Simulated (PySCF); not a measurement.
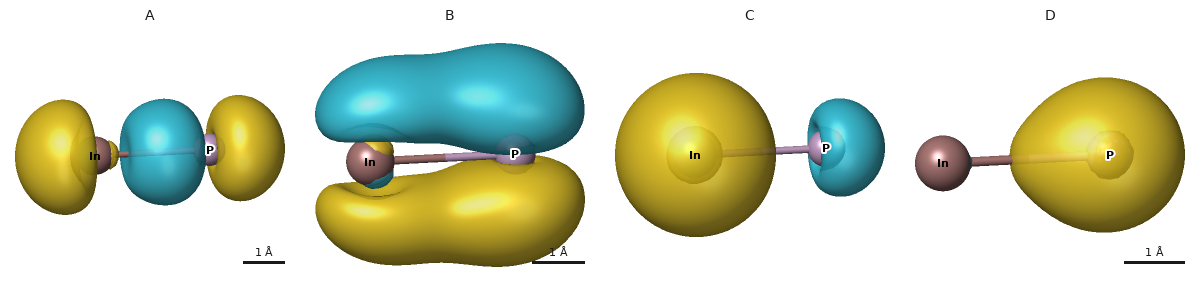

*InP (charge +1, quartet). Four frontier β-spin orbitals, each drawn at the value that holds 80 % of its norm (yellow and cyan are the two phases), in no order; of a degenerate pair one member is drawn.*

Core potentials replace the inner electrons of In.

All numbers below come from PBE0/def2-TZVPPD, non-relativistic Hamiltonian with scalar-relativistic core potentials where named, at a bond length of 2.903 Å in PySCF.

Name the orbitals and rank them from lowest to highest energy.

Answer. Orbital D: σ, occupied in this spin, −18.93 eV; mainly on P (90 %).
Orbital C: σ, occupied in this spin, −14.90 eV; mainly on In (85 %).
Orbital A: σ, empty in this spin, −8.88 eV; shared between the atoms (In 40 %, P 60 %).
Orbital B: π, empty in this spin, −8.19 eV; bonding, with no node between the atoms.
